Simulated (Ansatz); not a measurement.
Relaxed SrTiO₃ (cubic perovskite):

```xyz
5
Lattice="3.9075 0.0000 0.0000 0.0000 3.9075 0.0000 0.0000 0.0000 3.9075" Properties=species:S:1:pos:R:3 pbc="T T T"
Sr     0.0000     0.0000     0.0000
Ti     1.9538     1.9538     1.9538
O      0.0000     1.9538     1.9538
O      1.9538     1.9538     0.0000
O      1.9538     0.0000     1.9538
```

In this cell atom 1 (Sr, nearest neighbour O at 2.763 Å; its periodic images, 3.9 Å or more away, move with it) is moved by s along Cartesian [111], unit vector (0.577, 0.577, 0.577); all other atoms and the cell stay fixed.

Method: r2SCAN (plane waves to 500 eV, PAW, scalar-relativistic; Ansatz, a program for electronic structure). k mesh 7×7×7 (Γ-centred), Fermi-Dirac smearing 0.05 eV. Energies are smeared free energies. Left out: 2 of 11 points, with atoms too close for the PAW data. SrTiO3 is run without spin polarisation. SrTiO3 was relaxed with its symmetry unable to fall. The PAW data are Ansatz's earlier set. The zero of ΔE is the undisplaced structure.

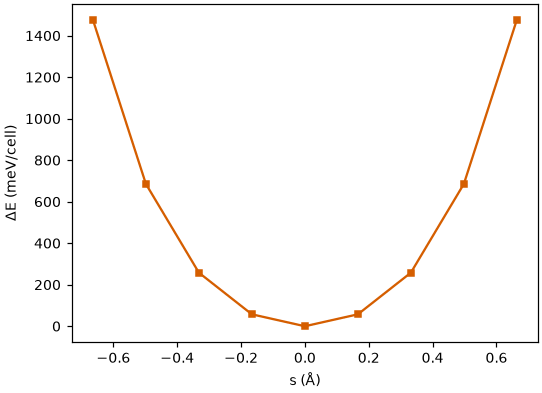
Fig. 1. ΔE (meV/cell) against s (Å); markers are the computed points, lines only join them.

The energy at s = 0.664 Å is 1477 meV/cell. The force constant k = d²E/ds² at s = 0 (finite differences) is 4.00 eV/Å². Symmetry of the curve: even: the same for both signs. Shape of the curve: a single well with its minimum at or next to zero displacement. Harmonic estimate at the end of the scan: ½ks² = 881 meV/cell against the computed 1477 meV/cell, so the well is stiffer than harmonic there.

With its periodic images moving along, the atom's site symmetry in this cell is m-3m.

(A displaced cell: forces are minus the slopes of the energy, force constants its curvatures, and phonons follow from these.)
